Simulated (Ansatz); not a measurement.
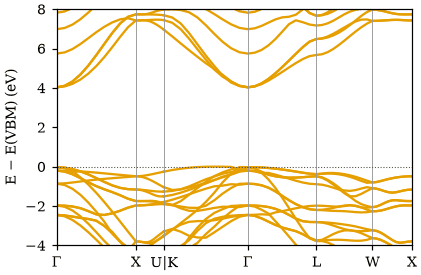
Figure. Band structure from r²SCAN in the plane-wave PAW code Ansatz

Q: Read off the gap and where the band edges lie.

A: About 4.0 eV (4.03 eV by a search for the band edges); maximum on the K–Γ line, 60 % of the way from K, minimum at Γ.

The material is Si₃N₄ in space group Fd-3m (No. 227; Si on 16c, Si on 8b, N on 32e).

The cell was relaxed with r²SCAN under the symmetry of its start.

Potentials: the later of the program's two PAW sets.
